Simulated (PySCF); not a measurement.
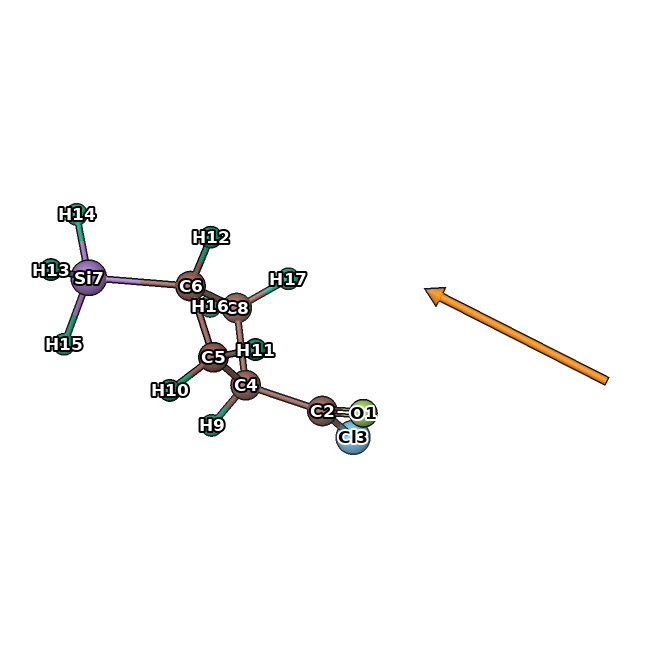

The arrow beside the molecule shows the direction of the dipole moment, from the negative to the positive end (its length means nothing). Computed geometry: GFN2-xTB optimisation. No frequency run is at hand to confirm it as a minimum. Properties computed with B3LYP/def2-SVPD, gas phase (PySCF 2.14.0).

Question: How large is the dipole moment?

Answer: 2.77 D; it points from the side of O1, Cl3 to the side of H13, H14 (the outermost atoms at the two ends).

The geometry is semi-empirical. Around Si such bond lengths and angles can be off by a tenth of an ångström or more and by several degrees, and values that hang on the shape move with them.
